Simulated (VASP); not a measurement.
Band structure of BN (zinc blende). Method: SCAN meta-GGA, VASP's PBE PAW potentials (set 64) (plane waves; VASP).

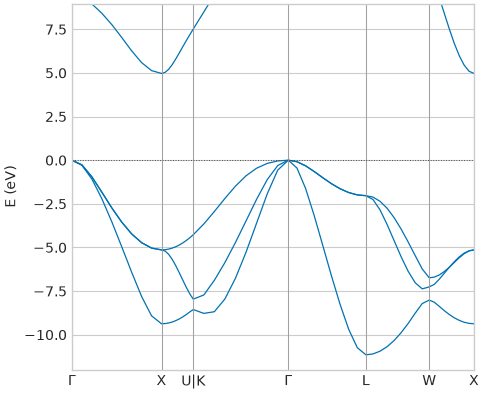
*Bands along high-symmetry lines, zero at the valence-band maximum or, without a gap, the Fermi level*

Problem. Read the plot: is there a gap, and where are the band edges?

Solution. The gap is indirect, 4.97 eV, from the valence maximum at Γ to the conduction minimum at X.

Measured: gap 6.20 eV at 300 K (computed value off by -1.23 eV), as given by arXiv:1206.3780.

The compound is BN in the zinc blende structure. It was relaxed first.
